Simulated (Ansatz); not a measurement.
# What a change does: single-point calculation on C$_{2}$H$_{6}$Zn

System: C$_{2}$H$_{6}$Zn.
Method of run A: RKS PBE-QIDH (frozen core with 3s3p of Cu, Zn)/def2-TZVPP (Ansatz 0.2.0).

The geometry comes from this level: PBE0-D4/def2-TZVP. Text and figures count atoms from 1; the logs count them from 0 in places.

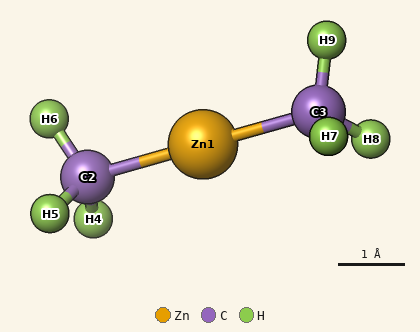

**Figure 1.** The structure (ball-and-stick view, seen at a tilt; atoms are numbered from 1 in the order of the input). Sticks mark near contacts.

Input, run A:
```yaml
crystal:
  periodic: [false, false, false]
  atoms:
    - {symbol: Zn, position_ang: [0.264698, -0.371045, -0.333835]}
    - {symbol: C, position_ang: [1.528133, 0.945350, 0.332609]}
    - {symbol: C, position_ang: [-0.994585, -1.689954, -1.003127]}
    - {symbol: H, position_ang: [2.534739, 0.751330, -0.047688]}
    - {symbol: H, position_ang: [1.244797, 1.955719, 0.025500]}
    - {symbol: H, position_ang: [1.575702, 0.929701, 1.424824]}
    - {symbol: H, position_ang: [-1.778018, -1.219061, -1.603061]}
    - {symbol: H, position_ang: [-0.491851, -2.429388, -1.632453]}
    - {symbol: H, position_ang: [-1.479411, -2.225259, -0.182262]}
basis:
  gaussian: {orbitals: def2-TZVPP}
hamiltonian: {xc: {name: PBE-QIDH}}
correlation: {frozen_orbitals: {C: 1, H: 0, Zn: 9}}
```

Launched with:
```bash
ansatz run in.yaml --threads 8 --pin off --events-out ev --progress --plain --max-ram 19148MiB
```

Hardware: 8 threads of Arm Neoverse V1, 23 GiB of memory available, shared host.

Output (run A):
```
Functional definition: PBE-QIDH
  parameter a = 3^(-1/3)
  parameter c = 1/3
  exchange = (1 - a)*pbe_x + a*exact_x
  correlation = (1 - c)*pbe_c + c*(mp2_os + mp2_ss)
1271 factors; integrals over basis functions are off by at most 1.2e-3 eV
mean field evaluation 1: about -50561.9678 eV, gradient 4.8e1 eV
mean field evaluation 2: about -50562.1336 eV, gradient 4.8e1 eV
mean field evaluation 4: about -50566.9558 eV, gradient 1.1e1 eV
mean field evaluation 8: about -50567.0347 eV, gradient 7.0e-2 eV
mean field evaluation 16: about -50567.0347 eV, gradient 8.6e-6 eV
mean field -50567.03472615 eV, -1858.3042506189 hartree, gradient 8.6e-6 eV, S^2 0.000000; 0 other end points of the search recorded, 0 dependent functions left out
11 core orbitals not correlated: weight in the atoms' cores, before any rotation towards them, 1.000 or more for the frozen orbitals, at most 0.000 for the correlated occupied ones
reference -50567.03473922 eV, -1858.3042510990 hartree; 13, 13 occupied and 186, 186 virtual orbitals, 1271 factors
second order -26.78988518 eV of doubles, -0.00000000 eV of singles
Total energy: -50575.96470094 eV, -1858.6324211395 hartree
```

The input of run B differs as follows (lines with − go, lines with + come):
```diff
-hamiltonian: {xc: {name: PBE-QIDH}}
+hamiltonian: {xc: {name: B2PLYP}}
```

Predict how the results change.

The total energies belong to different methods, so their difference says nothing on which is more stable or more accurate. The functional changes from PBE-QIDH to B2PLYP.

Output (run B):
```
Functional definition: B2PLYP
  parameter a = 0.53
  parameter c = 0.27
  exchange = (1 - a)*b88_x + a*exact_x
  correlation = (1 - c)*lyp_c + c*(mp2_os + mp2_ss)
1271 factors; integrals over basis functions are off by at most 1.2e-3 eV
mean field evaluation 1: about -50567.3278 eV, gradient 6.1e1 eV
mean field evaluation 2: about -50567.4585 eV, gradient 6.1e1 eV
mean field evaluation 4: about -50574.8319 eV, gradient 1.5e1 eV
mean field evaluation 8: about -50574.9823 eV, gradient 5.2e-1 eV
mean field evaluation 16: about -50574.9826 eV, gradient 7.6e-6 eV
mean field -50574.98262418 eV, -1858.5963304843 hartree, gradient 7.7e-6 eV, S^2 0.000000; 0 other end points of the search recorded, 0 dependent functions left out
11 core orbitals not correlated: weight in the atoms' cores, before any rotation towards them, 1.000 or more for the frozen orbitals, at most 0.000 for the correlated occupied ones
reference -50574.98279460 eV, -1858.5963367471 hartree; 13, 13 occupied and 186, 186 virtual orbitals, 1271 factors
second order -28.68480782 eV of doubles, -0.00000000 eV of singles
Total energy: -50582.72769271 eV, -1858.8809565030 hartree
```

The two runs side by side:

| quantity | run A | run B |
| --- | --- | --- |
| outcome | converged | converged |
| total energy (hartree) | −1858.632421 | −1858.880957 |
| basis functions | 210 | 210 |
| wall time (shared host) | 2.1 s | 2.1 s |
